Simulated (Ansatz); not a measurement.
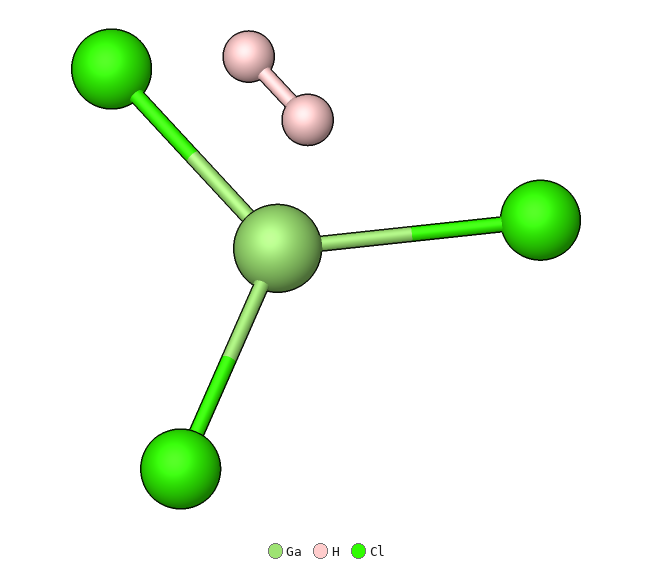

Harmonic vibrations computed with RKS PBE0-D4/def2-TZVP (Ansatz 0.2.0) at a stationary point of the same level.

Q: Is this a minimum or a saddle point?

A: A minimum: no imaginary frequency, and the lowest mode lies at 40 cm⁻¹.

Q: How many vibrational modes are there, and where do they lie?

A: 12 modes: 40, 117, 122, 123, 161, 168, 206, 380, 465, 467, 512, 4336 cm⁻¹.
